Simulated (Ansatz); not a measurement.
# U-r2SCAN/STO-3G run of CH2FO (SMILES [O]CF)

What is the electronic atomisation energy of CH2FO at U-r2SCAN/STO-3G? 

Program for the calculation: Ansatz 0.2.0.

56 further runs of the same task are left out: 56 set aside as unsound or not needed.

### Step 1. Starting point

CH2FO has 5 atoms, charge 0, and is taken as a doublet. SMILES: `[O]CF`. The shape is that of a PBE0-D4/def2-TZVP optimisation.

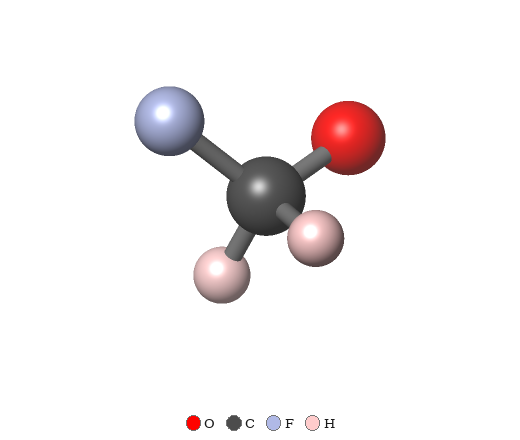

The structure, seen from a chosen angle (oxygen red, carbon dark grey, fluorine light blue, hydrogen pink).

### Step 2. The energy at U-r2SCAN/STO-3G

in.yaml

```yaml
crystal:
  periodic: [false, false, false]
  atoms:
    - symbol: O
      position_ang: [-1.122700, 0.202700, 0.610000]
    - symbol: C
      position_ang: [-0.009600, -0.012300, -0.033000]
    - symbol: F
      position_ang: [1.105500, -0.174700, 0.757200]
    - symbol: H
      position_ang: [-0.112900, -0.924800, -0.655200]
    - symbol: H
      position_ang: [0.189500, 0.835500, -0.720300]
basis:
  gaussian:
    orbitals: STO-3G
magnetization:
  spin_polarized: true
  initial_magnetization: 1
hamiltonian:
  xc: {name: r2SCAN}
accuracy: high
```

On the command line:

```sh
$ ansatz run in.yaml --threads 1 --pin off --max-ram 2610MiB --events-out events.jsonl --progress --plain --runs-dir runs
```

Log:

```text
Warning: RAYON_NUM_THREADS=1 ignored (pool sized by the plan → 1); use --threads N
Functional definition: r2SCAN
  name "r2SCAN"
  parameter k0 = 0.174
  parameter k1 = 0.065
  parameter a1 = 4.9479
  exchange = r2scan_x(k0 = k0, k1 = k1, a1 = a1)
  correlation = r2scan_c
298 factors; integrals over basis functions are off by at most 3.5e-8 eV
mean field evaluation 1: about -5746.1208 eV, gradient 1.7e1 eV
mean field evaluation 2: about -5740.8053 eV, gradient 3.7e1 eV
mean field evaluation 4: about -5748.2465 eV, gradient 2.2e0 eV
mean field evaluation 8: about -5748.2195 eV, gradient 4.0e-2 eV
mean field evaluation 16: about -5748.2195 eV, gradient 5.7e-6 eV
mean field -5748.21949085 eV, -211.2431700058 hartree, gradient 3.3e-8 eV, S^2 0.753324; 2 other end points of the search recorded, 0 dependent functions left out
reference -5748.21949137 eV, -211.2431700246 hartree; 13, 12 occupied and 4, 5 virtual orbitals, 298 factors
Total energy: -5748.21949137 eV, -211.2431700246 hartree
```

Wall time 3.9 s (1 thread of Arm Neoverse V2, shared host); peak memory 0.21 GiB.

### Step 3. The C atom

job.yaml

```yaml
crystal:
  periodic: [false, false, false]
  atoms:
    - {symbol: C, position_ang: [0.000000, 0.000000, 0.000000]}
basis:
  gaussian:
    orbitals: STO-3G
accuracy: high
hamiltonian:
  xc: {name: r2SCAN}
magnetization:
  spin_polarized: true
  initial_magnetization: 2
```

Run the same way, it converges to -37.32969 Eh (log not shown).

### Step 4. The F atom

in.yaml

```yaml
crystal:
  periodic: [false, false, false]
  atoms:
    - {symbol: F, position_ang: [0.000000, 0.000000, 0.000000]}
basis:
  gaussian:
    orbitals: STO-3G
magnetization:
  spin_polarized: true
  initial_magnetization: 1
hamiltonian:
  xc: r2scan
accuracy: high
```

Run the same way, it converges to -98.25342 Eh (log not shown).

### Step 5. The H atom at the same level

input.yaml

```yaml
crystal:
  periodic: [false, false, false]
  atoms:
    - {symbol: H, position_ang: [0.000000, 0.000000, 0.000000]}
basis:
  gaussian: {orbitals: STO-3G}
magnetization: {spin_polarized: true, initial_magnetization: 1}
hamiltonian: {xc: r2scan}
accuracy: high
```

Run the same way, it converges to -0.46646 Eh (log not shown).

### Step 6. The O atom at the same level

molecule.yaml

```yaml
crystal:
  periodic: [false, false, false]
  atoms:
    - {symbol: O, position_ang: [0.000000, 0.000000, 0.000000]}
basis:
  gaussian:
    orbitals: STO-3G
hamiltonian:
  xc: r2scan
magnetization:
  spin_polarized: true
  initial_magnetization: 2
accuracy: high
```

Run the same way, it converges to -74.01525 Eh (log not shown).

### Step 7. Summary of results

At U-r2SCAN/STO-3G:

| quantity | value |
| --- | --- |
| molecule: total energy | -211.24317 Eh |
| molecule: ⟨S²⟩ | 0.753 |
| C atom: total energy | -37.32969 Eh |
| C atom: ⟨S²⟩ | 2.000 |
| F atom: total energy | -98.25342 Eh |
| F atom: ⟨S²⟩ | 0.750 |
| H atom: total energy | -0.46646 Eh |
| H atom: ⟨S²⟩ | 0.750 |
| O atom: total energy | -74.01525 Eh |
| O atom: ⟨S²⟩ | 2.000 |
| electronic atomisation energy | 19.371 eV |

Taking the molecule apart into free atoms costs 19.37 eV (1869 kJ/mol), before zero-point energy and without spin-orbit coupling. In a minimal basis such a difference can be off by several eV, whatever the method.
